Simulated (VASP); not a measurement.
Band structure of Be2C (antifluorite). Calculation: AM05 GGA, VASP's PBE PAW potentials (set 64) (plane waves; VASP).

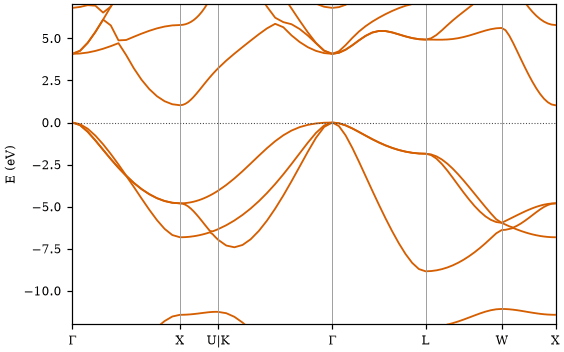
Bands along high-symmetry lines, zero at the valence-band maximum or, without a gap, the Fermi level

### Question
Read the plot: is there a gap, and where are the band edges?

### Answer
The gap is indirect, 1.03 eV, from the valence maximum at Γ to the conduction minimum at X. (Edges off the drawn lines would not show.)

The compound is Be2C in the antifluorite structure. It was relaxed first.
